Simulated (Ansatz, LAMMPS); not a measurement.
# Amorphous 50HfO2-50SiO2 (mol %) (84 atoms): geometry optimisation, part 4 of 4

Aim: bring amorphous 50HfO2-50SiO2 (mol %) (84 atoms) to a nearby minimum of the energy and see what moves.

Ansatz 0.2.0; Kohn-Sham DFT, PBE, PAW (set soft_2), plane waves.

The cell: 14 Hf, 14 Si and 56 O. The quench rate of 50 K/ps is many orders above laboratory rates. The network of bonds at the start is that of the classical potential that made the cell. Only the Γ point is sampled in the main run, in a cell whose shortest periodic width is 11 Å. The levels lack spin–orbit coupling.

So far. Step 4 (Cell and atoms relaxed): The relaxation changed the energy by -63.2 meV/atom, and atoms moved by 0.23 Å r.m.s., 0.54 Å at most. Step 7 (K-mesh 2×2×2): Forces differ from those of the single point at the relaxed geometry by 8.7 meV/Å r.m.s.; the energy by -0.69 meV/atom. It took 4.3 min and 10 cycles; the reference's time can't be set against it, since the two runs asked for unlike analyses.

## 8. Functional HSE06

HSE06 mixes in a quarter of exact exchange at short range, which counters self-interaction, at a higher cost.

This step: Kohn-Sham DFT, HSE06, PAW (set soft_2), plane waves (Ansatz 0.2.0).

input.yaml

```yaml
crystal:
  lattice:
    - [10.45107, 0.21218, 0.08365]
    - [0.21218, 10.2966, -0.13966]
    - [0.08365, -0.13966, 10.59831]
  atoms:
    [... the 84 atom lines of step 6 ...]
kpoints:
  mp_grid: { grid: [1, 1, 1] }
hamiltonian:
  xc: hse06
scf:
  occupations: { method: fermi_dirac, width: 0.025 }
output:
  forces: true
  stress: true
  populations: true
  dos:
    method: { smearing: { sigma: 0.08 } }
    de: 0.05
    projected: { site_lists: { Hf: [Hf], O: [O], Si: [Si] } }
  eigenvalues: true
```

Launch:

```console
> ansatz run input.yaml --threads 4 --pin off --max-ram 8192MiB --backend cpu --events-out ev --progress --plain --runs-dir out
```

Numbers of over 12 decimals in the logs are rounded to 6 here.

The log of the run:

```text
Warning: output.stress: scf.convergence.dr2_threshold = 1e-7 eV (the SCF's general default) is looser than the 1.6e-9 eV advised for a printed stress (1e-10 eV for each atom of the cell: 84, of which 16 are counted). What an SCF threshold leaves in a stress goes as its square root, and in the free energy as the threshold itself, and one threshold admits the most on a small cell: [...]
Warning: output.stress: scf.exx.energy_threshold = 1e-6 eV is looser than the 1.6e-7 eV advised for a stress under a hybrid functional (1e-8 eV for each atom of the cell: 84, of which 16 are counted). Every SCF of the exchange loop can meet its threshold on dr2 while the loop round them stops early: [...]
exact exchange: scf.exx.singularity resolves to wigner_seitz, which cuts the screened interaction at the faces of the exchange supercell's Wigner-Seitz cell, so that each pair interacts once, at the shortest of its separations (the periodic images that this leaves out come, [...]
[...]
Crystal: 84 atoms, lattice volume = 1139.731 Å³
Basis set: ecut = 420 eV, 22295 PW (Γ), exchange–correlation on 144×144×144 points (8 copies of the dense FFT grid, shifted against one another)
Bands: 462, of which v1, the nominal top of the filled ones, is band 378 counted from 1 (377 counted from 0)
Symmetry: 1 space group operations
[...]
k-points: 1
[...]
SCF iter   1: F=—  HF=-260889.239770 eV  |F-HF|=—  |Δ(HF+E_count)|=         —  Δρ=3.42e-3  dr2=1.64e-1  ethr=1.77e-3  ⟨swp⟩=7.0  Hψ=2023  notcnv=0
[...]
SCF iter   4: F=—  HF=-260889.234337 eV  |F-HF|=—  |Δ(HF+E_count)|=   3.51e-3  Δρ=5.18e-4  dr2=2.32e-3  ethr=7.82e-7  ⟨swp⟩=5.0  Hψ=1073  notcnv=0  defer=6
SCF iter   5: F=-260889.234671 eV  HF=-260889.234609 eV  |F-HF|=6.14e-5  |Δ(HF+E_count)|=   2.72e-4  Δρ=1.33e-4  dr2=1.07e-4  ethr=3.07e-7  ⟨swp⟩=6.0  Hψ=1012  notcnv=0  defer=5
SCF 1 stopped early in 5 iterations: F = -260889.234671 eV  dr2 = 1.07e-4
[...]
Exchange kernel: α = 0.2500, screened, ω = 0.2079 Å⁻¹, Wigner–Seitz truncation, v(0) = 926.2433 eV·Å³, q-mesh 1×1×1, nearest image of the exchange supercell L = 10.30 Å, pair-density grid 54×54×54, without the augmentation charges, whose exchange is taken in its separable form (sized by the pseudopotential files, [...]
Frozen-core exchange: fock
SCF iter   1: F=—  HF=-260895.223914 eV  |F-HF|=—  |Δ(HF+E_count)|=         —  Δρ=9.13e-3  dr2=1.17e0  ethr=1.42e-7  ⟨swp⟩=17.0  Hψ=2756  notcnv=0
[...]
SCF iter   7: F=—  HF=-260894.580047 eV  |F-HF|=—  |Δ(HF+E_count)|=   3.48e-3  Δρ=2.36e-4  dr2=5.15e-4  ethr=2.59e-8  ⟨swp⟩=6.0  Hψ=1619  notcnv=0  defer=1
SCF iter   8: F=-260894.579890 eV  HF=-260894.579911 eV  |F-HF|=2.17e-5  |Δ(HF+E_count)|=   1.36e-4  Δρ=4.77e-5  dr2=3.00e-5  ethr=2.59e-8  ⟨swp⟩=4.0  Hψ=1237  notcnv=0
SCF 2 stopped early in 8 iterations: F = -260894.579890 eV  dr2 = 3.00e-5
  Residual-converged pass: ⟨swp⟩=4.0  Hψ=1311  notcnv=0  max |occ|·‖R‖ = 4.2e-6 eV (tolerance 6.7e-6 eV)  dr2=3.01e-5  dr2_onsite=4.78e-6  max |Δocc| = 0.0e0
[...]
hybrid outer 1: dexx = +3.446e-1 eV, tail = 7.08e-3 eV
[...]
Frozen-core exchange: fock
SCF iter   1: F=—  HF=-260894.564646 eV  |F-HF|=—  |Δ(HF+E_count)|=         —  Δρ=8.60e-5  dr2=6.23e-5  ethr=4.68e-6  ⟨swp⟩=12.0  Hψ=993  notcnv=0
[...]
SCF iter   5: F=—  HF=-260894.564695 eV  |F-HF|=—  |Δ(HF+E_count)|=   1.68e-7  Δρ=3.01e-6  dr2=1.00e-7  ethr=6.55e-11  ⟨swp⟩=6.0  Hψ=1168  notcnv=0  defer=2
SCF iter   6: F=-260894.564695 eV  HF=-260894.564695 eV  |F-HF|=3.49e-10  |Δ(HF+E_count)|=   2.12e-8  Δρ=1.19e-6  dr2=8.99e-9  ethr=1.21e-11  ⟨swp⟩=6.0  Hψ=1035  notcnv=0  defer=2
SCF 3 converged in 6 iterations: F = -260894.564695 eV  dr2 = 8.99e-9
[...]
hybrid outer 2: dexx = +3.198e-5 eV, tail = 9.42e-7 eV, Δε = 8.24e-3 eV (about 2.33e-4 eV left of the loop's levels), ΔF = 9.51e-3 eV/Å (tail 1.75e-3)
[...]
Frozen-core exchange: fock
SCF iter   1: F=—  HF=-260894.564692 eV  |F-HF|=—  |Δ(HF+E_count)|=         —  Δρ=2.88e-6  dr2=5.06e-8  ethr=6.23e-10  ⟨swp⟩=20.0  Hψ=1336  notcnv=4
[...]
SCF iter   2: F=-260894.564692 eV  HF=-260894.564692 eV  |F-HF|=1.75e-9  |Δ(HF+E_count)|=   8.73e-9  Δρ=8.81e-7  dr2=4.07e-9  ethr=6.07e-12  ⟨swp⟩=6.0  Hψ=1180  notcnv=0  defer=1
SCF 4 converged in 2 iterations: F = -260894.564692 eV  dr2 = 4.07e-9
[...]
hybrid SCF converged: 3 outer / 16 inner (+5 warm-up), last move |dexx| = 1.20e-8 eV, tail = 1.06e-8 eV
Stability not checked: this state was not tested for a lower state beside it, because the functional holds exact exchange (a hybrid, or Hartree-Fock), whose exchange loop this test does not read (fock_operator; see scf.lower_state_search)
Free energy (F): -260894.564692 eV
Frozen-core exchange: fock
[...]
Internal energy: -260894.564692 eV  (E = F + TS)
E sigma→0 (E₀):  -260894.564692 eV
Fermi energy:    8.587573 eV
[...]
Σ components = -260894.564692   (vs F -260894.564692, Δ=-2.91e-11)
--- Forces (eV/Å), atoms counted from 1 ---
  atom   1  Hf    -0.01194247     0.09831763     0.15868676
  atom   2  Hf     0.04109141    -0.08746410     0.05228487
  atom   3  Hf     0.01318204    -0.00987912     0.06792214
  atom   4  Hf    -0.11717278     0.01712541     0.05078035
[...]
atom  84  O     -0.24333053    -0.20779582    -0.20898638
  max |Σ_I F_I| component: 1.37e-4 eV/Å
--- Stress (GPa, compression-positive) ---
       -4.801766       0.048516      -0.043856
        0.048517      -5.104981       0.075958
       -0.043855       0.075958      -4.668136
  P = ⅓ Tr σ = -4.8583 GPa (-48.583 kbar)
--- Band table (eV) ---
[...]
--- Löwdin populations: 84 sites ---
  site symbol       q [e]
     0     Hf     24.3270
     1     Hf     24.3239
     2     Hf     24.3203
[...]
83      O      6.7463
  spilling = 0.006267 (of n_electrons = 756.000000)
```

It took 8.6 min on 4 threads of Arm Neoverse V1, shared host; peak memory 4.2 GiB; 33 min of CPU time.

The program notes that the exchange threshold is loose for the stress and the SCF threshold is loose for the stress.

Geometry and reference: those of the single point at the relaxed geometry.

Forces differ from those of the single point at the relaxed geometry by 177 meV/Å r.m.s.; the pressure by -4.8 GPa and the gap by +1.7 eV. It took 8.6 min and 21 cycles; the reference's time can't be set against it, since the two runs asked for unlike analyses.

Read from the output:

| Item | Value |
| --- | --- |
| free energy | -260894.5647 eV |
| free energy per atom | -3105.8877 eV/atom |
| SCF cycles | 21 |
| pressure | -4.858 GPa |
| r.m.s. force component | 0.1781 eV/Å |
| longest force | 0.6803 eV/Å |
| Fermi energy | 8.588 eV |
| gap (highest filled to lowest empty level) | 5.904 eV |
| spilling of the projection | 0.006267 |

Length of the force by element and coordination:

```csv
element,coordination,atoms,mean length of the force (eV/Å),spread,least,most
Hf,all,14,0.151,0.0466,0.0699,0.234
Hf,5,2,0.102,0.0326,0.0699,0.135
Hf,6,10,0.160,0.0455,0.092,0.234
Hf,7,2,0.155,0.0317,0.124,0.187
O,all,56,0.345,0.122,0.0688,0.680
O,2,29,0.366,0.114,0.0688,0.680
O,3,26,0.329,0.124,0.115,0.586
O,4,1,0.140,0,0.140,0.140
Si,all,14,0.0919,0.0364,0.0324,0.153
```

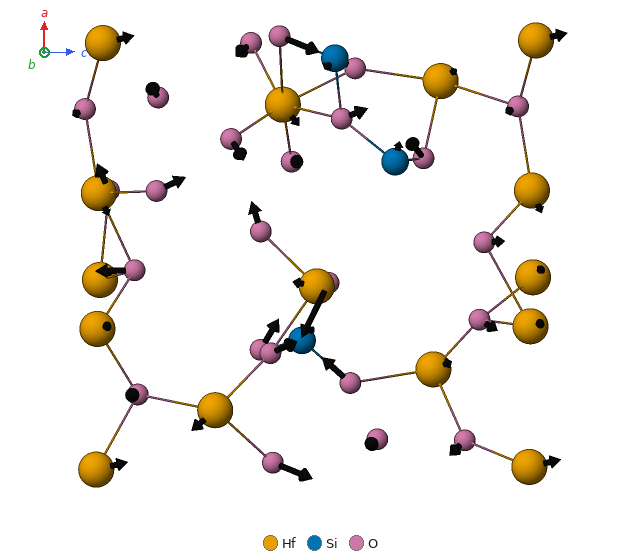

Forces as arrows; the longest in the cell is 0.680 eV/Å. Drawn is a slice 4 Å thick, seen along the normal of the ac plane. Bonds to atoms that aren't drawn are left out.

Löwdin charges by element and coordination (they lack the spilled electrons, 0.056 e an atom on average):

```
element  coordination  atoms  mean charge (e)  spread   least    most
     Hf           all     14             1.67  0.0263    1.62    1.73
     Hf             5      2             1.69   0.007    1.68    1.69
     Hf             6     10             1.68  0.0239    1.63    1.73
     Hf             7      2             1.63  0.0074    1.62    1.64
      O           all     56           -0.776  0.0333  -0.833  -0.663
      O             2     29           -0.781  0.0344  -0.833  -0.663
      O             3     26           -0.772    0.03  -0.823  -0.711
      O             4      1           -0.719       0  -0.719  -0.719
     Si           all     14             1.77  0.0293    1.72    1.82
```

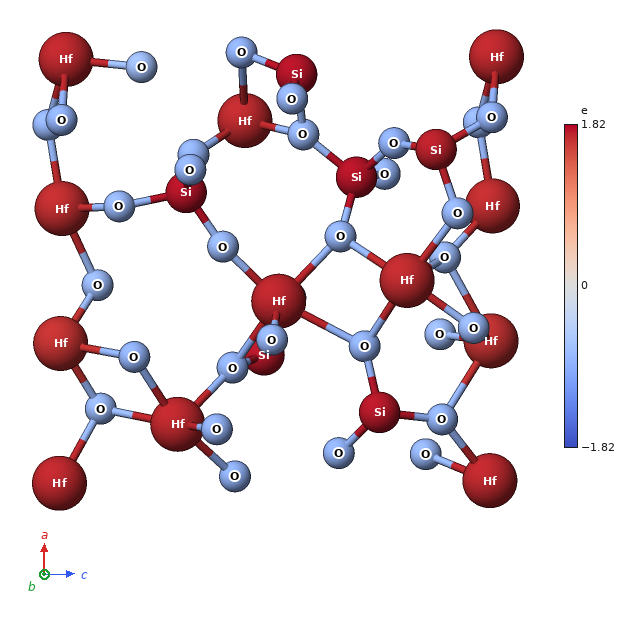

Atoms coloured by Löwdin charge. Drawn is a slice 5 Å thick, seen along the normal of the ac plane.

States in the cell by windows of 1 eV, zero at the Fermi level; the larger projections on atomic orbitals stand beside the total:

| from (eV) | to (eV) | total | O p | Hf d |
| --- | --- | --- | --- | --- |
| -10 | -9 | 11.2 | 7.8 | 0.7 |
| -9 | -8 | 29.9 | 22.0 | 2.4 |
| -8 | -7 | 46.5 | 35.5 | 4.6 |
| -7 | -6 | 49.7 | 40.7 | 5.1 |
| -6 | -5 | 62.0 | 53.9 | 4.6 |
| -5 | -4 | 67.7 | 61.9 | 3.0 |
| -4 | -3 | 50.4 | 47.6 | 1.4 |
| -3 | -2 | 1.9 | 1.8 | 0.0 |
| -2 | 2 | 0.0 | 0.0 | 0.0 |
| 2 | 3 | 1.7 | 0.1 | 1.0 |
| 3 | 4 | 23.7 | 2.3 | 17.9 |
| 4 | 5 | 42.0 | 4.7 | 31.4 |

Between -26 and -10 eV lie 325 more states.

The stored curve holds about 644 of the 756 electrons; the rest, give or take the few that broadening carries across the Fermi level, lie in deeper levels below its range.

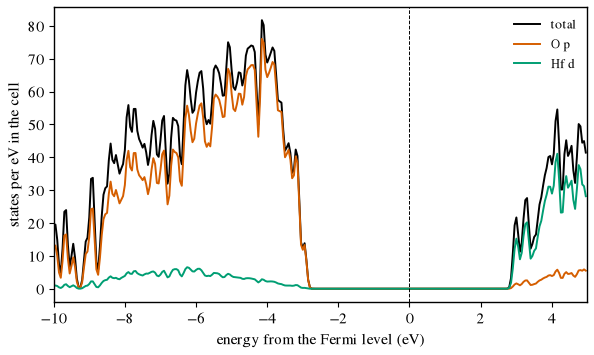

Total and projected density of states, with the broadening of the input.

The levels nearest the highest filled one (over half full), pooled over k-points and spins:

```csv
level less the highest filled one (eV),occupation
-0.369,2
-0.274,2
-0.248,2
-0.196,2
-0.164,2
0,2
5.90,0
5.98,0
6.14,0
6.23,0
6.28,0
6.44,0
```

## 9. Functional r2SCAN (500 eV)

The meta-GGA r2SCAN uses the kinetic energy density as well as the density and its gradient. Besides, the cutoff goes from 420 to 500 eV.

This step: Kohn-Sham DFT, r2SCAN, PAW (set soft_2), plane waves (Ansatz 0.2.0).

Edit input.yaml of step 8 so:

```diff
@@ -10,3 +10,3 @@
 hamiltonian:
-  xc: hse06
+  xc: r2scan
 scf:
```

The log of the run:

```text
[...]
Crystal: 84 atoms, lattice volume = 1139.731 Å³
Basis set: ecut = 500 eV, 28935 PW (Γ), exchange–correlation on 320×320×320 points (64 copies of the dense FFT grid, shifted against one another)
Bands: 462, of which v1, the nominal top of the filled ones, is band 378 counted from 1 (377 counted from 0)
Symmetry: 1 space group operations
[...]
k-points: 1
[...]
SCF iter   1: F=—  HF=-261175.832223 eV  |F-HF|=—  |Δ(HF+E_count)|=         —  Δρ=9.40e-3  dr2=1.01e0  dr2_τ=6.21e0  ethr=1.77e-3  ⟨swp⟩=6.0  Hψ=1754  notcnv=0  defer=53
[...]
SCF iter   9: F=—  HF=-261177.400144 eV  |F-HF|=—  |Δ(HF+E_count)|=   7.67e-7  Δρ=6.95e-6  dr2=6.23e-7  dr2_τ=5.71e-8  ethr=3.74e-10  ⟨swp⟩=2.0  Hψ=761  notcnv=0  defer=79
SCF iter  10: F=-261177.400144 eV  HF=-261177.400144 eV  |F-HF|=3.86e-8  |Δ(HF+E_count)|=   2.54e-8  Δρ=2.12e-6  dr2=6.30e-8  dr2_τ=5.45e-9  ethr=1.32e-11  ⟨swp⟩=11.0  Hψ=2461  notcnv=0
SCF 1 converged in 10 iterations: F = -261177.400144 eV  dr2 = 6.30e-8
[...]
SCF converged after 10 iterations
Free energy (F): -261177.400144 eV
[...]
Internal energy: -261177.400144 eV  (E = F + TS)
E sigma→0 (E₀):  -261177.400144 eV
Fermi energy:    8.772304 eV
[...]
Σ components = -261177.400144   (vs F -261177.400144, Δ=0.00e0)
--- Forces (eV/Å), atoms counted from 1 ---
  atom   1  Hf    -0.02447046     0.02118437     0.11268780
  atom   2  Hf     0.03338785    -0.04197937     0.03906555
  atom   3  Hf    -0.00794770     0.02334992     0.05428129
  atom   4  Hf    -0.09274906     0.03958943     0.02728083
[...]
atom  84  O     -0.17355936    -0.14932035    -0.15483372
  max |Σ_I F_I| component: 9.61e-5 eV/Å
--- Stress (GPa, compression-positive) ---
       -4.904965       0.027086      -0.055916
        0.027085      -5.084882       0.046534
       -0.055916       0.046533      -4.826410
  P = ⅓ Tr σ = -4.9388 GPa (-49.388 kbar)
--- Band table (eV) ---
[...]
--- Löwdin populations: 84 sites ---
  site symbol       q [e]
     0     Hf     24.3858
     1     Hf     24.3820
     2     Hf     24.3802
[...]
83      O      6.7338
  spilling = 0.006075 (of n_electrons = 756.000000)
```

Elapsed: 63 s, on 4 threads; peak memory 3.5 GiB.

Geometry and reference: those of the single point at the relaxed geometry.

Forces differ from those of the single point at the relaxed geometry by 133 meV/Å r.m.s.; the pressure by -4.9 GPa and the gap by +0.50 eV. It took 63 s and 10 cycles; the reference's time can't be set against it, since the two runs asked for unlike analyses.

## 10. Functional PBEsol

PBEsol restores the gradient expansion of exchange for slowly varying densities and usually gives shorter bonds in solids than PBE.

This step: Kohn-Sham DFT, PBEsol, PAW (set soft_2), plane waves (Ansatz 0.2.0).

Edit input.yaml of step 9 so:

```diff
@@ -10,3 +10,3 @@
 hamiltonian:
-  xc: r2scan
+  xc: pbesol
 scf:
```

The log of the run:

```text
[...]
Crystal: 84 atoms, lattice volume = 1139.731 Å³
Basis set: ecut = 420 eV, 22295 PW (Γ), exchange–correlation on 144×144×144 points (8 copies of the dense FFT grid, shifted against one another)
Bands: 462, of which v1, the nominal top of the filled ones, is band 378 counted from 1 (377 counted from 0)
Symmetry: 1 space group operations
[...]
k-points: 1
[...]
SCF iter   1: F=—  HF=-258593.687736 eV  |F-HF|=—  |Δ(HF+E_count)|=         —  Δρ=1.40e-2  dr2=1.99e0  ethr=1.77e-3  ⟨swp⟩=6.0  Hψ=1754  notcnv=0  defer=56
[...]
SCF iter  11: F=—  HF=-258593.186389 eV  |F-HF|=—  |Δ(HF+E_count)|=   2.19e-7  Δρ=3.87e-6  dr2=1.44e-7  ethr=1.32e-11  ⟨swp⟩=4.0  Hψ=1489  notcnv=0
SCF iter  12: F=-258593.186389 eV  HF=-258593.186389 eV  |F-HF|=6.43e-9  |Δ(HF+E_count)|=   2.91e-9  Δρ=5.14e-7  dr2=4.85e-9  ethr=1.32e-11  ⟨swp⟩=3.0  Hψ=1618  notcnv=0
SCF 1 converged in 12 iterations: F = -258593.186389 eV  dr2 = 4.85e-9
[...]
SCF converged after 12 iterations
Free energy (F): -258593.186389 eV
[...]
Internal energy: -258593.186389 eV  (E = F + TS)
E sigma→0 (E₀):  -258593.186389 eV
Fermi energy:    8.754912 eV
[...]
Σ components = -258593.186389   (vs F -258593.186389, Δ=0.00e0)
--- Forces (eV/Å), atoms counted from 1 ---
  atom   1  Hf    -0.03380080    -0.06602274     0.08762722
  atom   2  Hf    -0.00059072     0.02725082    -0.06503573
  atom   3  Hf     0.02299472    -0.02228613     0.05355650
  atom   4  Hf    -0.13010140     0.08745802    -0.02069618
[...]
atom  84  O      0.17970615    -0.08116855    -0.10534604
  max |Σ_I F_I| component: 4.21e-5 eV/Å
--- Stress (GPa, compression-positive) ---
       -4.244966       0.033235      -0.019897
        0.033236      -4.260314      -0.021117
       -0.019897      -0.021117      -4.174647
  P = ⅓ Tr σ = -4.2266 GPa (-42.266 kbar)
--- Band table (eV) ---
[...]
--- Löwdin populations: 84 sites ---
  site symbol       q [e]
     0     Hf     24.5146
     1     Hf     24.5084
     2     Hf     24.5070
[...]
83      O      6.6791
  spilling = 0.006113 (of n_electrons = 756.000000)
```

It took 36 s on 4 threads; peak memory 1.7 GiB; 2.3 min of CPU time.

Geometry and reference: those of the single point at the relaxed geometry.

Forces differ from those of the single point at the relaxed geometry by 83 meV/Å r.m.s.; the pressure by -4.2 GPa and the gap by -0.088 eV.

## 11. What each setting buys

Each row is set against the single point at the relaxed geometry (Kohn-Sham DFT, PBE, PAW (set soft_2), plane waves; r.m.s. force component 0.00625 eV/Å). Energies are set beside the reference only for runs with its functional, potentials and electron count. Times are for 4 threads of Arm Neoverse V1, shared host. The reference's time includes grids, which some other runs skip.

```csv
run,"Δ force, r.m.s. (meV/Å)",Δ energy (meV/atom),Δ pressure (GPa),Δ gap (eV),cycles,time,host memory (GiB)
reference,-,-,-,-,10,29 s,1.7
k-mesh 2×2×2,8.70,-0.689,0.0089,4.0e-4,10,4.3 min,6.3
functional HSE06,177,-,-4.83,1.66,21,8.6 min,4.2
functional r2SCAN (500 eV),133,-,-4.91,0.503,10,63 s,3.5
functional PBEsol,82.8,-,-4.20,-0.0876,12,36 s,1.7
```

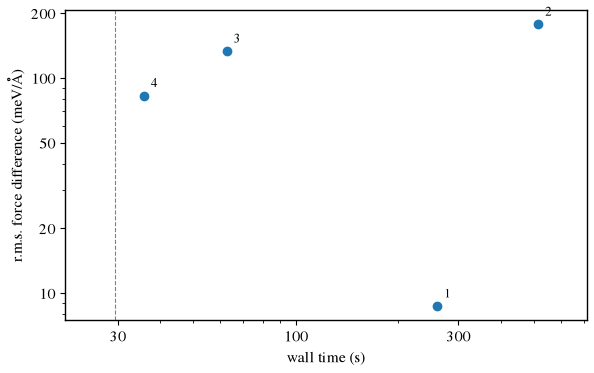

Force difference from the reference against wall time; the dashed line marks the reference's time. Points: 1 k-mesh 2×2×2; 2 functional HSE06; 3 functional r2SCAN (500 eV); 4 functional PBEsol.

## 12. Summary of results

- energy change in the relaxation: -63.23 meV/atom
- r.m.s. displacement: 0.229 Å
- largest displacement: 0.543 Å
- free energy per atom: -3105.8235 eV/atom
- pressure: -0.02591 GPa
- r.m.s. force component: 0.00625 eV/Å
- gap (highest filled to lowest empty level): 4.247 eV
- wall time of the 7 DFT runs: 20 min

Relaxation lowers the energy by 63.2 meV/atom and moves atoms by 0.23 Å r.m.s.; the r.m.s. force component goes from 0.99 to 0.0063 eV/Å. Displacements are taken in the final cell, so they leave out its strain. By the final cutoffs 1 of 138 bonded pairs parted and 3 joined. The cell shrank by 5.9 % in volume. First to last step the energy falls by 5.311 eV, across changes of basis; the largest move, 0.54 Å, is that of Hf10, with 1 other atom within 2 % of it. The O-Hf bonds change most in mean length: from 2.156 Å (spread 0.087) to 2.138 Å (spread 0.157), and their number from 82 to 84. Counting bonds as in the table, 71 % of Hf atoms have 6, 52 % of O atoms have 2 and all Si atoms have 4 bonded neighbours. Counting bonds to Si alone, not to Hf, 18 % of the oxygens join two of these atoms and 64 % one; 18 % join none. Between filled and empty levels lie 4.25 eV (at Γ alone); a semilocal functional tends to put such gaps too low. In a disordered cell it changes from sample to sample, and tail or defect levels can set it.

Among the changes of functional, dispersion, potentials or spin set against this reference, functional HSE06 moves the forces most, by 177 meV/Å r.m.s. The gap changes by +1.66 eV with HSE06.

Caveats: The network of bonds at the start is that of the classical potential that made the cell; in DFT 1 of its 138 bonded pairs passed out of the cutoffs and 3 came within them.

[Logs are printed without paths, hosts, clocks, repeated set-up lines and the standing remarks that a program may print on its own settings, such as how far it seeks lower states.]

[Hosts, paths, dates, database ids (printed as entryN), source tags and the programs' standing remarks are cut or masked in the printed files.]
